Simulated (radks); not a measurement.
**Atomic calculation for Pt**

- system: the neutral platinum atom in the configuration [Xe] 4f14 5d9 6s1 (high spin). It sits in a hard spherical wall of radius 10 bohr.
- method: scalar-relativistic Kohn-Sham, PBE, spin-polarised, spherical densities, finite nucleus (the in-house radial solver radks)

### Results in brief

```
                       quantity                      value
                        outcome                  converged
                   total energy        −18409.6970 hartree
                 kinetic energy         20521.2594 hartree
        electron–nucleus energy        −45739.4005 hartree
                 Hartree energy          7162.5923 hartree
    exchange–correlation energy        −354.148095 hartree
radius at density 0.001 e/bohr³                  4.35 bohr
           pressure on the wall                0.00329 GPa
                 SCF iterations                         16
                       hardware  1 CPU thread, shared host
```

### Input file
```
Z 78
configuration [Xe] 4f14 5d9 6s1 6p0 7s0 5f0
relativity scalar-relativistic
functional pbe,pbe
spin polarised
nucleus finite rms 5.427 fm
wall 10 bohr
c 137.035999084
```

Energies in input and log are in hartree, lengths in bohr (the nuclear radius in fm).

### Log
```
1s      1   1.0000       -2881.02032542
2s      1   1.0000        -506.15382820
2p      1   3.0000        -438.79578001
3s      1   1.0000        -118.89212998
3p      1   3.0000         -99.26544271
3d      1   5.0000         -77.94426850
4s      1   1.0000         -25.54553490
4p      1   3.0000         -19.10638271
4d      1   5.0000         -11.27510289
4f      1   7.0000          -2.57491711
5s      1   1.0000          -3.74464932
5p      1   3.0000          -2.06648279
5d      1   5.0000          -0.23893296
6s      1   1.0000          -0.22318197
6p      1   0.0000          -0.03491143
7s      1   0.0000           0.05687577
5f      1   0.0000           0.18285535
1s      2   1.0000       -2881.01982155
2s      2   1.0000        -506.15147073
2p      2   3.0000        -438.79382028
3s      2   1.0000        -118.89105023
3p      2   3.0000         -99.26426778
3d      2   5.0000         -77.94247641
4s      2   1.0000         -25.54299046
4p      2   3.0000         -19.10392131
4d      2   5.0000         -11.27222067
4f      2   7.0000          -2.57077532
5s      2   1.0000          -3.72832772
5p      2   3.0000          -2.04531407
5d      2   4.0000          -0.20625643
6s      2   0.0000          -0.18594755
6p      2   0.0000          -0.00843793
7s      2   0.0000           0.07689055
5f      2   0.0000           0.20000680
Etot -18409.696954948333
Ekin 20521.25940887741
Encl -45739.4005329582
Eh 7162.592263831913
Exc -354.1480946994554
err 9.27095015684532e-09
it 16
```

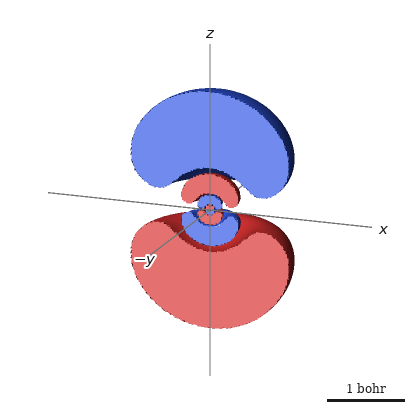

Figure 1. The 5p(z) orbital of up spin. The radial function comes from the spherical calculation and is multiplied by a real spherical harmonic; the overall sign is chosen so that the largest lobe of P(r) is positive; at the scalar-relativistic level it is the large component. The surface of constant |ψ| that holds about 80 % of the electron is drawn, blue where ψ is positive and red where it is negative, with the half in front of the xz plane cut away and the cut face painted. It has the nodal plane xy and 3 radial nodes, at r = 0.0739, 0.214 and 0.526 bohr. The outermost maximum of P² lies at 0.978 bohr, ⟨r⟩ = 1.11 bohr, 90 % of the charge lies within 1.61 bohr, and the eigenvalue is −56.2 eV, with 3 electrons in the shell for this spin.

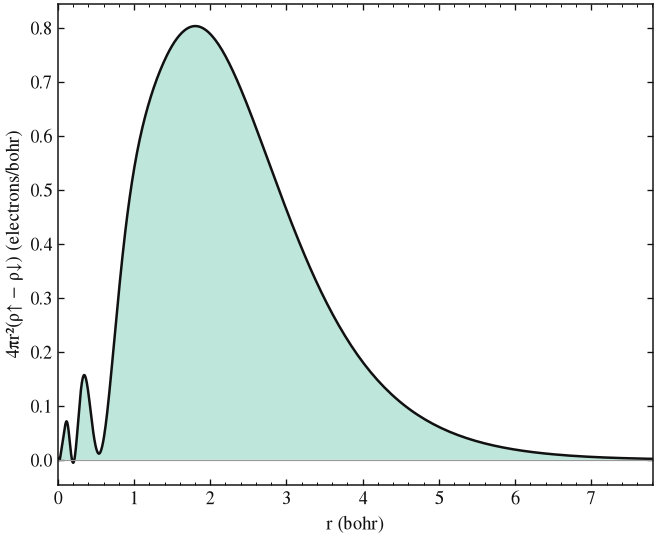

Figure 2. The radial spin density. The curve integrates to 2 unpaired electrons, held by 5d (+1) and 6s (+1). Its largest value, 0.803 electrons/bohr, lies near r = 1.8 bohr. Regions of the opposite sign are negligible.
